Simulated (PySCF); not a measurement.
Se(F)(GeH3), SMILES F[Se][GeH3] (H3FGeSe), singlet, PBE0/def2-SVP optimised geometry. Atoms within 1.6 Å of the plane z = 0.0 Å (x, y, z in Å): Se1 (-1.38, -0.14, 0.00), F2 (-1.49, 1.64, 0.00), Ge3 (0.99, -0.14, 0.00), H4 (1.49, 0.56, 1.26), H5 (1.37, -1.64, 0.00), H6 (1.49, 0.56, -1.26).

Level of theory: PBE0/def2-TZVP in PySCF. Cells within 0.4 Å of a nucleus heavier than hydrogen are left out (blank, or x).

Map of the Laplacian of the electron density (e/bohr⁵), clipped to [-1.50, 1.50] on the plane z = 0.0 Å:

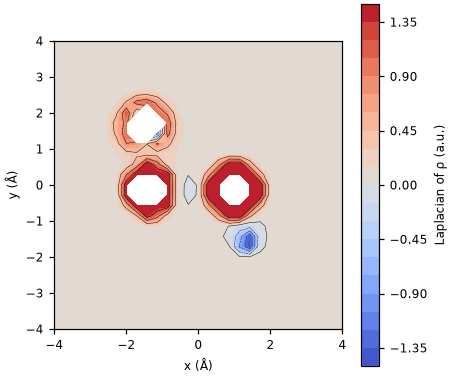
*Laplacian of the electron density (e/bohr⁵), clipped to [-1.50, 1.50] on the plane z = 0.0 Å.*
